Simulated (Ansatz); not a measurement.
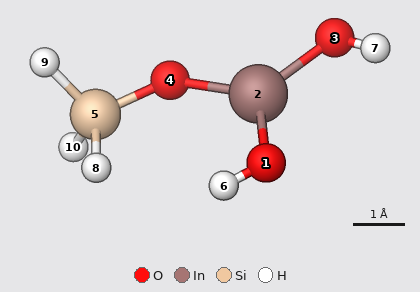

Fig. 1: The starting structure (ball-and-stick view, seen at a tilt; atoms are numbered from 1 in the order of the input). Sticks mark near contacts.

InSiH₅O₃: molecular dynamics

System: InSiH₅O₃.
Method: RKS BLYP-d3bjatm/def2-SVP (Ansatz 0.2.0).

The geometry comes from this level: PBE0-D4/def2-TZVP. Figures and captions count atoms from 1; the log counts them from 0 in places.

### Input
```yaml
crystal:
  periodic: [false, false, false]
  atoms:
    - {symbol: O, position_ang: [-1.056423, 0.733843, 1.960806]}
    - {symbol: In, position_ang: [0.601816, 0.011645, 1.171422]}
    - {symbol: O, position_ang: [2.218010, -0.344967, 2.220422]}
    - {symbol: O, position_ang: [0.652134, -0.374482, -0.758377]}
    - {symbol: Si, position_ang: [-0.425615, -0.224739, -1.970235]}
    - {symbol: H, position_ang: [-1.745884, 0.845573, 1.300085]}
    - {symbol: H, position_ang: [2.095266, -0.126097, 3.148185]}
    - {symbol: H, position_ang: [-1.725619, 0.321319, -1.466317]}
    - {symbol: H, position_ang: [0.085094, 0.705561, -3.012710]}
    - {symbol: H, position_ang: [-0.698780, -1.547645, -2.593292]}
basis:
  gaussian: {orbitals: def2-SVP}
hamiltonian: {xc: {name: BLYP}, dispersion: d3bjatm}
md: {timestep: 1 fs, n_steps: 20, ensemble: nvt_nose_hoover, temperature: 1000, initial_velocities: maxwell_boltzmann, seed: 628}
```

Machine: 4 threads of Intel Xeon, 15 GiB of memory available, shared host.

Command:
```bash
ansatz run in.yaml --threads 4 --pin off --events-out ev --progress --plain --max-ram 10444MiB
```

### Log
```
Functional definition: BLYP
  name "BLYP"
  cite "Becke, Phys. Rev. A 38, 3098 (1988) doi:10.1103/PhysRevA.38.3098"
  cite "Lee, Yang & Parr, Phys. Rev. B 37, 785 (1988) doi:10.1103/PhysRevB.37.785"
  parameter beta = 0.0042
  parameter a = 0.04918
  parameter b = 0.132
  parameter c = 0.2533
  parameter d = 0.349
  exchange = b88_x(beta = beta)
  correlation = lyp_c(a = a, b = b, c = c, d = d)
1231 factors; their error is unknown
mean field evaluation 1: about -19244.2432 eV, gradient 1.1e2 eV
mean field evaluation 2: about -19104.1421 eV, gradient 2.6e2 eV
mean field evaluation 4: about -19262.2090 eV, gradient 4.1e1 eV
mean field evaluation 8: about -19265.6304 eV, gradient 3.4e-1 eV
mean field evaluation 16: about -19265.5803 eV, gradient 4.0e-5 eV
mean field -19265.58029406 eV, -707.9970171273 hartree, gradient 4.0e-5 eV, S^2 0.000000; 0 other end points of the search recorded, 0 dependent functions left out
the calculation of the forces begins
reference -19265.58069983 eV, -707.9970320390 hartree; 32, 32 occupied and 79, 79 virtual orbitals, 1231 factors
md step     0: t =     0.00 fs  T =  1000.0 K  F+E_penalty+E_count = -19265.99249068 eV  E_kin = 1.034080 eV  conserved = -19264.95841069 eV  (28 SCF iters)
these checks for a lower state are left out or cut short: starts, cluster_reference, orbital_swaps, neighbouring_geometries, increment
1231 factors; their error is unknown
mean field -19265.57356914 eV, -707.9967699910 hartree, gradient 1.5e-5 eV, S^2 0.000000; 0 other end points of the search recorded, 0 dependent functions left out
[... from here on the field's lines of each further geometry are left out, up to the last ...]
md step     1: t =     1.00 fs  T =   993.2 K  F+E_penalty+E_count = -19265.98609691 eV  E_kin = 1.027006 eV  conserved = -19264.95909129 eV  (32 SCF iters, 3 dispersion substeps)
md step     2: t =     2.00 fs  T =   922.0 K  F+E_penalty+E_count = -19265.90820884 eV  E_kin = 0.953371 eV  conserved = -19264.95484122 eV  (32 SCF iters, 3 dispersion substeps)
md step     3: t =     3.00 fs  T =   841.5 K  F+E_penalty+E_count = -19265.82140948 eV  E_kin = 0.870167 eV  conserved = -19264.95126319 eV  (32 SCF iters, 3 dispersion substeps)
md step     4: t =     4.00 fs  T =   800.9 K  F+E_penalty+E_count = -19265.78017525 eV  E_kin = 0.828243 eV  conserved = -19264.95199449 eV  (32 SCF iters, 3 dispersion substeps)
md step     5: t =     5.00 fs  T =   791.2 K  F+E_penalty+E_count = -19265.77400925 eV  E_kin = 0.818198 eV  conserved = -19264.95594643 eV  (31 SCF iters, 3 dispersion substeps)
md step     6: t =     6.00 fs  T =   759.3 K  F+E_penalty+E_count = -19265.74328780 eV  E_kin = 0.785205 eV  conserved = -19264.95832310 eV  (31 SCF iters, 3 dispersion substeps)
md step     7: t =     7.00 fs  T =   676.0 K  F+E_penalty+E_count = -19265.65334850 eV  E_kin = 0.699006 eV  conserved = -19264.95471587 eV  (31 SCF iters, 3 dispersion substeps)
md step     8: t =     8.00 fs  T =   584.2 K  F+E_penalty+E_count = -19265.55370093 eV  E_kin = 0.604102 eV  conserved = -19264.95013192 eV  (32 SCF iters, 3 dispersion substeps)
md step     9: t =     9.00 fs  T =   537.0 K  F+E_penalty+E_count = -19265.50638862 eV  E_kin = 0.555310 eV  conserved = -19264.95180160 eV  (32 SCF iters, 3 dispersion substeps)
md step    10: t =    10.00 fs  T =   522.3 K  F+E_penalty+E_count = -19265.49305485 eV  E_kin = 0.540076 eV  conserved = -19264.95393185 eV  (32 SCF iters, 3 dispersion substeps)
md step    11: t =    11.00 fs  T =   515.3 K  F+E_penalty+E_count = -19265.48413412 eV  E_kin = 0.532866 eV  conserved = -19264.95249733 eV  (32 SCF iters, 3 dispersion substeps)
md step    12: t =    12.00 fs  T =   531.1 K  F+E_penalty+E_count = -19265.49835385 eV  E_kin = 0.549179 eV  conserved = -19264.95073636 eV  (32 SCF iters, 3 dispersion substeps)
md step    13: t =    13.00 fs  T =   591.3 K  F+E_penalty+E_count = -19265.56120554 eV  E_kin = 0.611502 eV  conserved = -19264.95167571 eV  (32 SCF iters, 3 dispersion substeps)
md step    14: t =    14.00 fs  T =   681.6 K  F+E_penalty+E_count = -19265.65774333 eV  E_kin = 0.704806 eV  conserved = -19264.95542859 eV  (32 SCF iters, 3 dispersion substeps)
md step    15: t =    15.00 fs  T =   750.2 K  F+E_penalty+E_count = -19265.73129220 eV  E_kin = 0.775736 eV  conserved = -19264.95868026 eV  (32 SCF iters, 3 dispersion substeps)
md step    16: t =    16.00 fs  T =   758.4 K  F+E_penalty+E_count = -19265.73679257 eV  E_kin = 0.784222 eV  conserved = -19264.95640247 eV  (32 SCF iters, 3 dispersion substeps)
md step    17: t =    17.00 fs  T =   737.1 K  F+E_penalty+E_count = -19265.70893348 eV  E_kin = 0.762176 eV  conserved = -19264.95132845 eV  (30 SCF iters, 3 dispersion substeps)
md step    18: t =    18.00 fs  T =   743.5 K  F+E_penalty+E_count = -19265.71620731 eV  E_kin = 0.768889 eV  conserved = -19264.95266387 eV  (31 SCF iters, 3 dispersion substeps)
md step    19: t =    19.00 fs  T =   765.7 K  F+E_penalty+E_count = -19265.74231738 eV  E_kin = 0.791846 eV  conserved = -19264.95664659 eV  (31 SCF iters, 3 dispersion substeps)
the calculation of the forces begins
reference -19265.32328238 eV, -707.9875721224 hartree; 32, 32 occupied and 79, 79 virtual orbitals, 1231 factors
1231 factors; their error is unknown
mean field evaluation 192: about -19265.3229 eV, gradient 8.3e-3 eV
mean field -19265.32287172 eV, -707.9875570308 hartree, gradient 1.6e-5 eV, S^2 0.000000; 1 other end points of the search recorded, 0 dependent functions left out
the calculation of the forces begins
reference -19265.32328238 eV, -707.9875721224 hartree; 32, 32 occupied and 79, 79 virtual orbitals, 1231 factors
md step    20: t =    20.00 fs  T =   755.4 K  F+E_penalty+E_count = -19265.73084761 eV  E_kin = 0.781161 eV  conserved = -19264.95673724 eV  (31 SCF iters, 3 dispersion substeps)
```

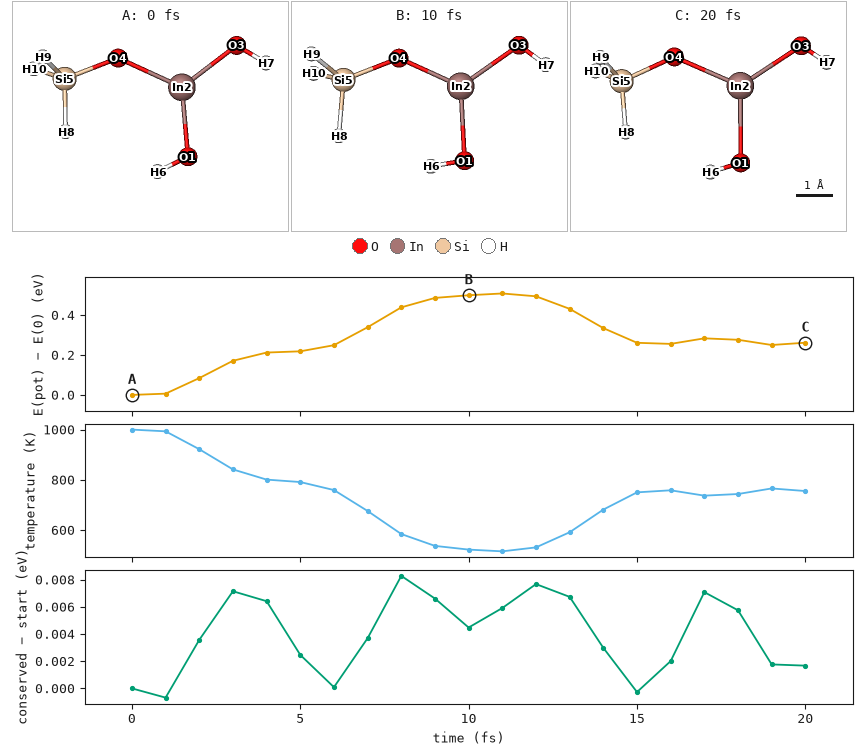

Fig. 2: Frames of the molecular dynamics (ball-and-stick, seen on its broad side) above the curves, on which the letters mark them. The trajectory kept here has 21 frames over 20 fs. The temperature starts at 1000 K, ranges from 515 to 1000 K and averages 668 K over the second half. The potential energy ends 0.262 eV above its first value. The conserved quantity stays within 0.009 eV. After an unweighted best fit of the last frame on the first, the root-mean-square displacement is 0.26 Å, and H6 has moved furthest (0.47 Å).

```
Total energy: -19265.73125828 eV, -708.0025649600 hartree
Atom 0 at    -1.271027     0.708719     1.907227 Å, force     0.728008    -0.911839    -0.944718 eV/Å
Atom 1 at     0.650850     0.041868     1.155854 Å, force    -0.622745    -0.066799     1.135636 eV/Å
Atom 2 at     2.256745    -0.474729     2.419878 Å, force    -0.914144     0.727119    -0.623440 eV/Å
Atom 3 at     0.631823    -0.482510    -0.797718 Å, force     0.490901     0.178923     0.636393 eV/Å
Atom 4 at    -0.509725    -0.192141    -1.973061 Å, force     0.347864    -0.780579     0.218885 eV/Å
Atom 5 at    -1.924139     0.198890     1.335150 Å, force     0.675723     0.561251     0.494468 eV/Å
Atom 6 at     2.206904     0.228094     3.113325 Å, force     0.082766    -0.286170    -0.026661 eV/Å
Atom 7 at    -1.688186     0.525974    -1.446589 Å, force    -0.564636     0.050712     0.170503 eV/Å
Atom 8 at     0.048703     0.659460    -3.016624 Å, force     0.245491     0.390563    -0.703234 eV/Å
Atom 9 at    -0.761206    -1.591569    -2.448233 Å, force    -0.469228     0.136819    -0.357833 eV/Å
Dipole moment:    -0.115223     0.190264     0.049204 e Å
```

### Trajectory as extended XYZ (Å, eV, eV/Å), 10 of the 21 frames kept, from step=0 to step=20
```
10
Properties=species:S:1:pos:R:3:forces:R:3 step=0 time_fs=0.0 energy=-19265.99249 temperature=1000.0
O    -1.0564    0.7338    1.9608   -0.2935   0.3088   1.0887
In    0.6018    0.0116    1.1714   -0.0583   0.0425   0.1162
O     2.2180   -0.3450    2.2204    1.0840  -0.4288  -0.2895
O     0.6521   -0.3745   -0.7584    0.9504  -0.3449  -0.0495
Si   -0.4256   -0.2247   -1.9702   -0.6492   0.0796  -0.7825
H    -1.7459    0.8456    1.3001   -0.6081   0.0897  -0.6288
H     2.0953   -0.1261    3.1482   -0.1603   0.2148   0.8377
H    -1.7256    0.3213   -1.4663   -0.2586   0.1031   0.0686
H     0.0851    0.7056   -3.0127    0.0634   0.1601  -0.2163
H    -0.6988   -1.5476   -2.5933   -0.0699  -0.2249  -0.1447
10
Properties=species:S:1:pos:R:3:forces:R:3 step=2 time_fs=2.0 energy=-19265.90821 temperature=922.0
O    -1.0779    0.7333    1.9619   -1.6043   0.2739  -0.8085
In    0.6070    0.0139    1.1663   -0.1209   0.2360   1.0126
O     2.2219   -0.3604    2.2381    0.6988  -0.0318   0.7957
O     0.6515   -0.3843   -0.7351    0.4786  -0.2486  -1.2331
Si   -0.4316   -0.2127   -1.9693   -0.2355  -1.2453   0.0017
H    -1.7782    0.7554    1.2255    0.9807   0.0025   1.0898
H     2.0933   -0.0630    3.1712    0.0052  -0.1219  -0.3744
H    -1.7377    0.2432   -1.5069   -0.7613   0.5709   0.4021
H     0.0416    0.6158   -3.0434    0.4874   0.8919  -0.7674
H    -0.7433   -1.5362   -2.5747    0.0714  -0.3276  -0.1186
10
Properties=species:S:1:pos:R:3:forces:R:3 step=4 time_fs=4.0 energy=-19265.78017 temperature=800.9
O    -1.1029    0.7335    1.9613   -1.3777  -0.0675  -1.3465
In    0.6121    0.0162    1.1614   -0.1677   0.4386   1.9356
O     2.2275   -0.3760    2.2576    0.3296   0.3503   1.2691
O     0.6520   -0.3947   -0.7148    0.0537  -0.1806  -2.3316
Si   -0.4379   -0.2023   -1.9685   -0.1643  -1.8022   0.2134
H    -1.7771    0.6661    1.1890    1.0563   0.2055   1.4234
H     2.0913   -0.0044    3.1818    0.1197  -0.4289  -0.9928
H    -1.7773    0.1861   -1.5328   -0.6295   0.7498   0.4727
H     0.0158    0.5585   -3.1016    0.5427   0.9698  -0.6227
H    -0.7849   -1.5368   -2.5605    0.2371  -0.2348  -0.0206
10
Properties=species:S:1:pos:R:3:forces:R:3 step=7 time_fs=7.0 energy=-19265.65335 temperature=676.0
O    -1.1452    0.7333    1.9555    1.2332  -0.0077   0.6262
In    0.6197    0.0201    1.1555   -0.1525   0.6635   3.0472
O     2.2372   -0.3979    2.2915    0.0252  -0.0252  -0.3425
O     0.6528   -0.4112   -0.6955   -0.3833  -0.1222  -3.4105
Si   -0.4480   -0.1913   -1.9669   -0.5995  -1.5635  -0.4718
H    -1.7205    0.5455    1.2150   -1.1328  -0.0640  -0.8556
H     2.0958    0.0571    3.1398   -0.0003   0.0947   0.3904
H    -1.8713    0.1531   -1.5403    0.4635   0.6498   0.2200
H     0.0117    0.5350   -3.2207    0.1221   0.3056   0.6762
H    -0.8288   -1.5518   -2.5393    0.4243   0.0691   0.1205
10
Properties=species:S:1:pos:R:3:forces:R:3 step=9 time_fs=9.0 energy=-19265.50639 temperature=537.0
O    -1.1710    0.7330    1.9524    1.4201  -0.0844   0.3558
In    0.6247    0.0229    1.1528   -0.1468   0.7237   3.3889
O     2.2438   -0.4123    2.3139   -0.1806  -0.1735  -0.8996
O     0.6524   -0.4225   -0.6925   -0.5274  -0.0747  -3.6193
Si   -0.4556   -0.1866   -1.9665   -0.7860  -1.3638  -0.7568
H    -1.7191    0.4653    1.2113   -1.0862  -0.0965  -0.7197
H     2.0999    0.0980    3.1193   -0.0211   0.3351   0.8158
H    -1.9186    0.1629   -1.5332    0.9818   0.5423   0.0674
H     0.0175    0.5382   -3.2759   -0.0865   0.0115   1.2411
H    -0.8388   -1.5603   -2.5203    0.4327   0.1802   0.1264
10
Properties=species:S:1:pos:R:3:forces:R:3 step=11 time_fs=11.0 energy=-19265.48413 temperature=515.3
O    -1.1935    0.7324    1.9499    0.3165  -0.8651  -1.4494
In    0.6297    0.0259    1.1511   -0.1923   0.7028   3.3687
O     2.2500   -0.4271    2.3344   -0.5412   0.5598  -0.0592
O     0.6506   -0.4340   -0.6982   -0.5565   0.0063  -3.3974
Si   -0.4643   -0.1839   -1.9671   -0.7198  -1.2026  -0.6997
H    -1.7560    0.3834    1.1842    0.2410   0.6057   1.0111
H     2.1039    0.1492    3.1260    0.1725  -0.3269  -0.1409
H    -1.9292    0.1935   -1.5232    1.1055   0.4494  -0.0063
H     0.0203    0.5424   -3.2848   -0.1540  -0.0618   1.3299
H    -0.8325   -1.5623   -2.4966    0.3284   0.1324   0.0433
10
Properties=species:S:1:pos:R:3:forces:R:3 step=13 time_fs=13.0 energy=-19265.56121 temperature=591.3
O    -1.2151    0.7298    1.9441    0.1743  -1.1799  -1.8402
In    0.6346    0.0292    1.1507   -0.2564   0.5949   3.0468
O     2.2549   -0.4405    2.3547   -0.7869   1.0739   0.3272
O     0.6476   -0.4455   -0.7120   -0.4660   0.1154  -2.7686
Si   -0.4740   -0.1828   -1.9686   -0.4495  -1.1025  -0.3411
H    -1.7864    0.3235    1.1919    0.6005   0.8613   1.3582
H     2.1142    0.1886    3.1288    0.2724  -0.7760  -0.6383
H    -1.8984    0.2414   -1.5134    0.8466   0.3887   0.0070
H     0.0176    0.5447   -3.2438   -0.0715   0.0729   0.9540
H    -0.8139   -1.5596   -2.4714    0.1366  -0.0487  -0.1051
10
Properties=species:S:1:pos:R:3:forces:R:3 step=16 time_fs=16.0 energy=-19265.73679 temperature=758.4
O    -1.2457    0.7212    1.9284    2.0486   0.0095   0.2368
In    0.6417    0.0345    1.1518   -0.3749   0.3177   2.2355
O     2.2587   -0.4562    2.3859   -0.8135   0.2758  -0.9442
O     0.6411   -0.4622   -0.7446   -0.1256   0.2457  -1.3205
Si   -0.4895   -0.1840   -1.9715    0.0968  -1.3466   0.5330
H    -1.8031    0.2847    1.2815   -0.9664  -0.3886  -0.7475
H     2.1475    0.2000    3.0979    0.1044   0.1184   0.4766
H    -1.7997    0.3414   -1.4964   -0.1056   0.4018   0.1976
H     0.0118    0.5582   -3.1250    0.3329   0.6326  -0.3429
H    -0.7789   -1.5613   -2.4431   -0.1967  -0.2663  -0.3244
10
Properties=species:S:1:pos:R:3:forces:R:3 step=18 time_fs=18.0 energy=-19265.71621 temperature=743.5
O    -1.2609    0.7149    1.9175    2.2647   0.1901   0.3842
In    0.6464    0.0382    1.1536   -0.4956   0.1149   1.6507
O     2.2587   -0.4655    2.4045   -0.8421  -0.0802  -1.4173
O     0.6362   -0.4726   -0.7708    0.1837   0.2484  -0.2811
Si   -0.4998   -0.1871   -1.9728    0.3244  -1.4533   0.7226
H    -1.8468    0.2509    1.3231   -0.9990  -0.5718  -0.8766
H     2.1761    0.2059    3.0910    0.0498   0.5132   0.8538
H    -1.7329    0.4270   -1.4768   -0.6184   0.3623   0.2948
H     0.0212    0.5938   -3.0538    0.5005   0.8284  -0.9484
H    -0.7631   -1.5737   -2.4384   -0.3681  -0.1520  -0.3827
10
Properties=species:S:1:pos:R:3:forces:R:3 step=20 time_fs=20.0 energy=-19265.73085 temperature=755.4
O    -1.2710    0.7087    1.9072    0.7280  -0.9118  -0.9447
In    0.6509    0.0419    1.1559   -0.6227  -0.0668   1.1356
O     2.2567   -0.4747    2.4199   -0.9141   0.7271  -0.6234
O     0.6318   -0.4825   -0.7977    0.4909   0.1789   0.6364
Si   -0.5097   -0.1921   -1.9731    0.3479  -0.7806   0.2189
H    -1.9241    0.1989    1.3352    0.6757   0.5613   0.4945
H     2.2069    0.2281    3.1133    0.0828  -0.2862  -0.0267
H    -1.6882    0.5260   -1.4466   -0.5646   0.0507   0.1705
H     0.0487    0.6595   -3.0166    0.2455   0.3906  -0.7032
H    -0.7612   -1.5916   -2.4482   -0.4692   0.1368  -0.3578
```

### Summary

| quantity | value |
| --- | --- |
| outcome | finished |
| mean temperature over the second half | 668 K |
| trajectory | 20 steps, 20 fs |
| ensemble | nvt_nose_hoover |
| temperature in the input | 1000 K |
| time step | 1 fs |
| potential energy (last step) | −19265.7313 eV |
| mean-field energy (last step) | −19265.3233 eV |
| dispersion energy (last step) | −0.4080 eV |
| SCF solution under orbital rotations (last step) | stable |
| largest force (length of the vector) (last step) | 1.501 eV/Å |
| dipole moment (last step) | 1.09 D |
| wall time | 13 s (CPU time 47 s) |
| peak memory | 0.17 GiB |

### Notes

So short a trajectory is not equilibrated. The temperature stays far from the 1000 K of the thermostat over the second half: the run isn't equilibrated.
